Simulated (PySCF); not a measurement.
**SiCl2 (SMILES Cl[Si]Cl): CISD/STO-6G**

What is the energy change on altering one bond length of SiCl2 at CISD/STO-6G? Input form: a Python script.

The calculation is run with PySCF 2.14.0.

12 further runs of the same task are left out: 4 that didn't finish, 8 set aside as unsound or not needed.

**1. Starting point**

SiCl2: 3 atoms, total charge 0, spin state singlet. SMILES: `Cl[Si]Cl`. The shape is that of a PBE0-D4/def2-TZVP optimisation.

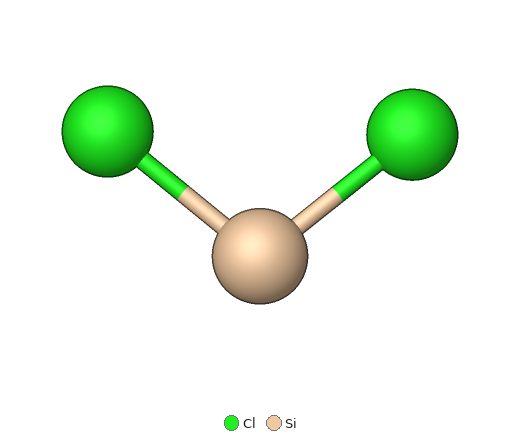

The structure, seen from a chosen angle (chlorine green, silicon light orange).

**2. The energy at CISD/STO-6G**

Input file input.py:

```python
from pyscf import gto, scf, ci

mol = gto.M(
    atom='''
Cl     0.555202     3.030743     0.638727
Si    -1.455278    -0.019653    -0.797464
Cl     0.900077    -3.011090     0.158737
''',
    max_memory=1860,
    unit='bohr',
    verbose=3,
    spin=0,
    basis='sto-6g',
)

mf = scf.RHF(mol)
mf.conv_tol = 1e-10
mf.kernel()
if not mf.converged:
    mf = mf.newton().run(mf.mo_coeff, mf.mo_occ)

cisd = ci.CISD(mf, frozen=15)
cisd.kernel()
e_final = cisd.e_tot
print(f'total energy: {e_final:.8f} hartree')
```

Run with:

```sh
$ OMP_NUM_THREADS=1 python input.py
```

What it wrote:

```text
converged SCF energy = -1203.94036267673
E(RCISD) = -1203.990093587244  E_corr = -0.04973091051355039
total energy: -1203.99009359 hartree
```

It took 0.9 s on 1 thread of Arm Neoverse V2, shared host; peak memory 0.1 GiB.

**3. The distorted shape**

Input file calc.py:

```python
from pyscf import gto, ci

mol = gto.M(
    atom='''
Cl    -1.329135     5.423958    -0.126254
Si    -3.339615     2.373562    -1.562446
Cl     0.900077    -3.011090     0.158737
''',
    unit='bohr',
    spin=0,
    charge=0,
    basis='sto-6g',
    max_memory=1860,
    verbose=3,
)

mf = mol.RHF()
mf.conv_tol = 1e-10
mf.kernel()
if not mf.converged:
    mf = mf.newton().run(mf.mo_coeff, mf.mo_occ)

cisd = ci.CISD(mf, frozen=15)
cisd.kernel()
e_tot = cisd.e_tot
print('E(%s) = %.9f' % ('CISD', e_tot))
```

Run with:

```sh
$ OMP_NUM_THREADS=1 python calc.py
```

What it wrote:

```text
converged SCF energy = -1203.74248120046
E(RCISD) = -1203.82630104094  E_corr = -0.08381984047457613
E(CISD) = -1203.826301041
```

It took 0.94 s on 1 thread of Arm Neoverse V2, shared host; peak memory 0.12 GiB.

**4. Summary of results**

Level: CISD/STO-6G, 15 core orbitals frozen.

| quantity | value |
| --- | --- |
| first shape: total energy | -1203.99009 Eh |
| first shape: dipole moment (Hartree–Fock density) | 3.17 D |
| first shape: HOMO energy (Hartree–Fock orbitals) | -8.42 eV |
| first shape: LUMO energy (Hartree–Fock orbitals) | 3.68 eV |
| first shape: HOMO–LUMO gap (Hartree–Fock orbitals) | 12.11 eV |
| first shape: correlation energy (15 core orbitals frozen) | -49.7 mEh |
| distorted shape: total energy | -1203.82630 Eh |
| distorted shape: dipole moment (Hartree–Fock density) | 11.76 D |
| distorted shape: HOMO energy (Hartree–Fock orbitals) | -4.65 eV |
| distorted shape: LUMO energy (Hartree–Fock orbitals) | 0.67 eV |
| distorted shape: HOMO–LUMO gap (Hartree–Fock orbitals) | 5.32 eV |
| distorted shape: correlation energy (15 core orbitals frozen) | -83.8 mEh |
| energy change with the Si2–Cl3 bond stretched from 2.077 to 3.739 Å | 4.457 eV |

**Reading.** One bond (distorted shape) is far stretched, which a spin-restricted single reference describes badly; a broken-symmetry solution may lie lower. With the Si2–Cl3 bond stretched from 2.077 to 3.739 Å the energy rises by 4.46 eV (103 kcal/mol). The first shape isn't relaxed at this level, so the change isn't measured from a minimum. A restricted reference can't describe the breaking bond well at this length. The minimal basis adds a large error of its own. Mulliken charges (first shape) of the mean-field density run from -0.40 on Cl1 to +0.81 on Si2; they depend strongly on the basis.
